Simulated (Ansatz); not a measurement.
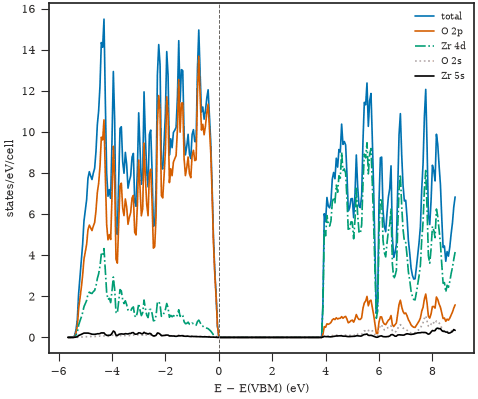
Figure: Total and projected density of states of ZrO2 in space group Pca2_1 (No. 29; Zr on 4a, O on 4a, O on 4a), LDA (plane waves, PAW; program Ansatz)

Task: Which orbitals carry the states next to the gap?

Result: Top 1 eV of the valence band: O 2p 92 %. Bottom 1 eV of the conduction band: Zr 4d 86 %, O 2p 10 %. Projections are on Löwdin-orthogonalised atomic valence shells; empty p or d shells of many metals are not among them.

Task: Where is the tallest occupied peak in this window, and what makes it?

Result: Near -4.3 eV, about 15 states/eV per cell; the largest projected share is O 2p.

Symmetry was held in the LDA relaxation. The run is not spin-polarised. Spin–orbit coupling is left out wherever it is not named.

Potentials: the later of the program's two PAW sets.
